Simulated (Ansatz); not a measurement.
**Geometry relaxation of C15H12N2Se3 (charge −1) (part 2 of 2)**

The same run, continued: C15H12N2Se3, charge −1, multiplicity 2; UKS r2SCAN-D4/def2-SVP (Ansatz 0.2.0). The geometry: r2SCAN-D4/def2-SVP start.

## Output, continued
```
Atom 14 at     6.962892    -0.513749    -0.590854 Å, force    -0.005928     0.005794     0.006112 eV/Å
Atom 15 at     8.307116    -0.471298    -0.958766 Å, force     0.001425    -0.002890    -0.002267 eV/Å
Atom 16 at     9.439462    -0.429014    -1.280276 Å, force     0.000369     0.001311     0.000600 eV/Å
Atom 17 at     5.608829     0.356399    -1.619870 Å, force    -0.003047    -0.001626    -0.006064 eV/Å
Atom 18 at     1.679387    -0.635877     0.791732 Å, force     0.000365     0.000919     0.002900 eV/Å
Atom 19 at    -2.404315     1.009756    -0.885635 Å, force     0.004175     0.008553     0.006075 eV/Å
Atom 20 at    -5.016568     0.989204    -1.819980 Å, force     0.012573     0.010497    -0.017924 eV/Å
Atom 21 at    -6.624579     1.053569    -1.056087 Å, force    -0.004941     0.003630     0.001336 eV/Å
Atom 22 at    -5.807869    -0.526567    -1.310028 Å, force    -0.002865    -0.021323    -0.005156 eV/Å
Atom 23 at    -6.869616     0.753221     1.239886 Å, force    -0.000810     0.000220     0.000583 eV/Å
Atom 24 at    -5.983040    -0.790411     1.453085 Å, force    -0.002840    -0.005206     0.000452 eV/Å
Atom 25 at    -5.437086     0.683241     2.308239 Å, force     0.002671     0.002285     0.005016 eV/Å
Atom 26 at    -3.601368    -0.793218     2.204957 Å, force     0.000567     0.003117     0.001894 eV/Å
Atom 27 at    -1.029826    -0.960758     2.018735 Å, force     0.000184     0.002258     0.002154 eV/Å
Atom 28 at     0.289723     1.446178    -2.032482 Å, force    -0.002163     0.004278    -0.002059 eV/Å
Atom 29 at     2.836512     1.218133    -2.290241 Å, force     0.000846     0.002083    -0.003174 eV/Å
Atom 30 at     4.439853    -1.481224     1.471199 Å, force    -0.001672    -0.001861     0.001488 eV/Å
Atom 31 at     6.997494    -1.700587     1.231215 Å, force     0.001382    -0.002937     0.000290 eV/Å
Dipole moment:    -3.088195     0.138871     0.292749 e Å
Checks for a lower state left out: stability, starts, cluster_reference, orbital_swaps, neighbouring_geometries, increment
```

## Trajectory as extended XYZ (Å, eV, eV/Å), 3 of the 23 frames kept, from step=1 to step=23
```
32
Properties=species:S:1:pos:R:3:forces:R:3 step=1 energy=-214730.69777
C    -5.5160    1.0150   -0.9897    0.0639  -0.1509   0.2971
N    -5.0106    0.4489    0.2407   -1.1727   0.2401  -0.0959
C    -5.8995    0.0354    1.3064    0.2118   0.1528  -0.3973
C    -3.6777    0.2293    0.3935    0.6708  -0.3390   0.5507
C    -3.0209   -0.3370    1.4842   -0.4310   0.2070  -0.3612
C    -1.6179   -0.4252    1.3458    0.2143  -0.1418   0.2657
C    -1.0670    0.0478    0.1657    0.6729  -0.0131  -0.1286
C     0.2967    0.0900   -0.2538   -0.7952   0.0493   0.0846
C     0.8289    0.5702   -1.4471    0.4962   0.0485  -0.2280
C     2.2290    0.4791   -1.5804   -0.6474   0.3147  -0.5426
C     2.9128   -0.0772   -0.5087    1.4244  -0.2946   0.3157
C     4.3174   -0.2987   -0.3523   -1.5264   0.2818  -0.2686
C     4.9923   -0.8596    0.7292    0.8594  -0.3258   0.5257
C     6.3929   -0.9527    0.6032   -0.7746  -0.1671   0.5477
C     6.9128   -0.4710   -0.5888    1.1679   0.0881  -0.4719
C     8.2593   -0.4333   -0.9931   -1.1303  -0.0356   0.3482
N     9.3736   -0.3930   -1.3477    0.8018   0.0229  -0.2418
Se    5.5411    0.1802   -1.7064   -0.0670   0.2360  -0.5054
Se    1.6861   -0.5572    0.8524    0.0030  -0.1837   0.4055
Se   -2.4495    0.7052   -0.9630    0.0246   0.0529  -0.1191
H    -5.0603    2.0027   -1.1909    0.0219   0.0292  -0.0586
H    -6.6021    1.1508   -0.9142   -0.0557   0.0059   0.0054
H    -5.3075    0.3608   -1.8582    0.0099   0.0096  -0.0885
H    -6.9315    0.2953    1.0405   -0.0544   0.0090  -0.0053
H    -5.8462   -1.0554    1.4795    0.0148  -0.0955   0.0733
H    -5.6462    0.5418    2.2549    0.0324  -0.0049   0.1033
H    -3.5471   -0.6851    2.3741   -0.0433  -0.0093   0.0275
H    -0.9875   -0.8492    2.1340    0.0350   0.0133  -0.0439
H     0.1938    0.9923   -2.2314   -0.0441   0.0155  -0.0248
H     2.7514    0.8266   -2.4772    0.0332  -0.0054   0.0044
H     4.4610   -1.2049    1.6205   -0.0303   0.0021   0.0029
H     7.0385   -1.3719    1.3783    0.0142  -0.0118   0.0241
32
Properties=species:S:1:pos:R:3:forces:R:3 step=12 energy=-214730.85271
C    -5.5892    0.8364   -0.9978   -0.0193   0.0138   0.0304
N    -5.0286    0.7199    0.3306   -0.0630   0.0101  -0.0525
C    -5.8979    0.1067    1.3057   -0.0438   0.0913   0.0175
C    -3.6803    0.3844    0.4343    0.0755  -0.0751   0.0080
C    -3.0451   -0.3071    1.4478    0.0482  -0.0240   0.0077
C    -1.6312   -0.4263    1.3281   -0.0103   0.0214  -0.0256
C    -1.0458    0.1384    0.1968   -0.0317   0.0046   0.0253
C     0.3048    0.1750   -0.2251    0.0110  -0.0090   0.0095
C     0.8643    0.6873   -1.4046   -0.0211   0.0047   0.0085
C     2.2505    0.5749   -1.5494   -0.0050   0.0027  -0.0104
C     2.9483   -0.0415   -0.4944    0.0193  -0.0041   0.0183
C     4.3235   -0.2895   -0.3524   -0.0084  -0.0104  -0.0110
C     5.0193   -0.8980    0.7159    0.0118   0.0114   0.0155
C     6.4042   -1.0029    0.5833   -0.0062  -0.0146  -0.0149
C     6.9582   -0.5031   -0.6057   -0.0028   0.0044   0.0183
C     8.2952   -0.4883   -0.9998   -0.0010   0.0294  -0.0018
N     9.4213   -0.4662   -1.3450    0.0066  -0.0107  -0.0011
Se    5.5724    0.2099   -1.7118    0.0088  -0.0084  -0.0005
Se    1.6963   -0.5456    0.8662    0.0237  -0.0098  -0.0013
Se   -2.4125    0.9506   -0.8684   -0.0650   0.0355   0.0008
H    -4.9711    1.5127   -1.6087    0.0106  -0.0009  -0.0075
H    -6.5962    1.2790   -0.9294    0.0123  -0.0161  -0.0129
H    -5.6646   -0.1341   -1.5380    0.0099   0.0021   0.0112
H    -6.9205    0.4884    1.1645   -0.0066  -0.0172   0.0017
H    -5.9208   -1.0023    1.2351   -0.0047  -0.0600  -0.0154
H    -5.5796    0.3672    2.3280    0.0618   0.0138  -0.0223
H    -3.5919   -0.7549    2.2813    0.0108   0.0315   0.0170
H    -1.0232   -0.9532    2.0698   -0.0141  -0.0172  -0.0136
H     0.2335    1.1462   -2.1738   -0.0073   0.0069   0.0021
H     2.7806    0.9434   -2.4337    0.0003  -0.0006   0.0032
H     4.4830   -1.2618    1.5977   -0.0002   0.0137   0.0035
H     7.0430   -1.4455    1.3529   -0.0002  -0.0192  -0.0077
32
Properties=species:S:1:pos:R:3:forces:R:3 step=23 energy=-214730.86587
C    -5.6490    0.5411   -1.0399   -0.0056   0.0041   0.0083
N    -5.0309    0.7117    0.2588    0.0034   0.0038   0.0019
C    -5.8669    0.3144    1.3643   -0.0020   0.0001   0.0043
C    -3.6837    0.3632    0.3707   -0.0012  -0.0074  -0.0032
C    -3.0499   -0.3314    1.3819   -0.0003   0.0023   0.0011
C    -1.6341   -0.4213    1.2835    0.0008   0.0011  -0.0019
C    -1.0412    0.1882    0.1795   -0.0050  -0.0101  -0.0073
C     0.3159    0.2425   -0.2185    0.0038  -0.0056   0.0042
C     0.9013    0.8787   -1.3227    0.0017   0.0046  -0.0009
C     2.2869    0.7560   -1.4640   -0.0004  -0.0020  -0.0023
C     2.9597    0.0067   -0.4805   -0.0074  -0.0020   0.0026
C     4.3283   -0.2815   -0.3509    0.0125   0.0041   0.0022
C     4.9963   -1.0277    0.6455   -0.0029  -0.0001   0.0005
C     6.3804   -1.1475    0.5175    0.0023  -0.0022  -0.0019
C     6.9629   -0.5137   -0.5909   -0.0059   0.0058   0.0061
C     8.3071   -0.4713   -0.9588    0.0014  -0.0029  -0.0023
N     9.4395   -0.4290   -1.2803    0.0004   0.0013   0.0006
Se    5.6088    0.3564   -1.6199   -0.0030  -0.0016  -0.0061
Se    1.6794   -0.6359    0.7917    0.0004   0.0009   0.0029
Se   -2.4043    1.0098   -0.8856    0.0042   0.0086   0.0061
H    -5.0166    0.9892   -1.8200    0.0126   0.0105  -0.0179
H    -6.6246    1.0536   -1.0561   -0.0049   0.0036   0.0013
H    -5.8079   -0.5266   -1.3100   -0.0029  -0.0213  -0.0052
H    -6.8696    0.7532    1.2399   -0.0008   0.0002   0.0006
H    -5.9830   -0.7904    1.4531   -0.0028  -0.0052   0.0005
H    -5.4371    0.6832    2.3082    0.0027   0.0023   0.0050
H    -3.6014   -0.7932    2.2050    0.0006   0.0031   0.0019
H    -1.0298   -0.9608    2.0187    0.0002   0.0023   0.0022
H     0.2897    1.4462   -2.0325   -0.0022   0.0043  -0.0021
H     2.8365    1.2181   -2.2902    0.0008   0.0021  -0.0032
H     4.4399   -1.4812    1.4712   -0.0017  -0.0019   0.0015
H     6.9975   -1.7006    1.2312    0.0014  -0.0029   0.0003
```

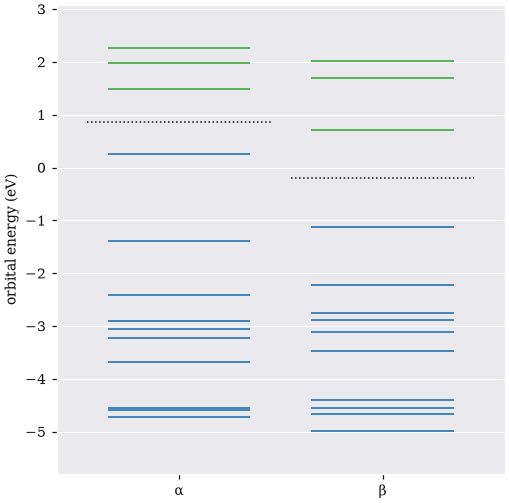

**Figure 1.** Orbital energies near the frontier for α and β spins; the dotted line parts filled from empty levels, and levels within 0.02 eV of each other stand side by side. α: highest filled 0.25 eV, lowest empty 1.49 eV, 1.24 eV apart; β: highest filled −1.12 eV, lowest empty 0.70 eV, 1.82 eV apart.

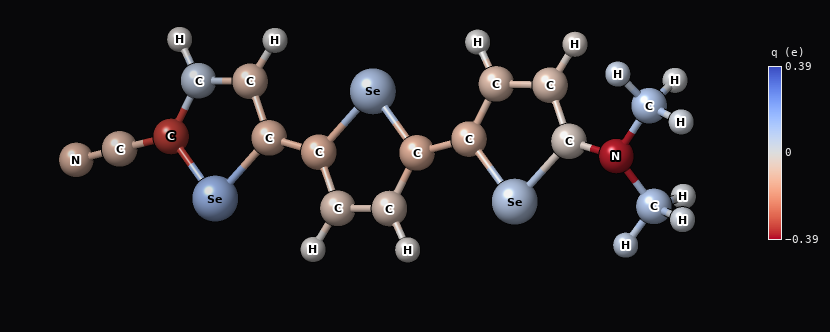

**Figure 2.** Mulliken charges, as the colour of each atom (ball-and-stick view, seen at a tilt). By element: C −0.33 to +0.09, N −0.37 to −0.09, Se +0.08 to +0.13 and H −0.02 to +0.05 e.

## Key numbers

- outcome: converged
- total energy: −214730.8659 eV
- mean-field energy: −214730.4713 eV
- dispersion energy: −0.3946 eV
- ⟨S²⟩: 0.765
- HOMO (either spin): 0.25 eV
- LUMO (either spin): 0.70 eV
- largest force (length of the vector) at the end: 0.024 eV/Å
- wall time: 2.6 min (CPU time 2.7 min)
- peak memory: 1.1 GiB

## Remarks

The highest filled orbital lies above zero: either the extra electron isn't bound at this level, or the self-interaction error of the functional lifts the level.
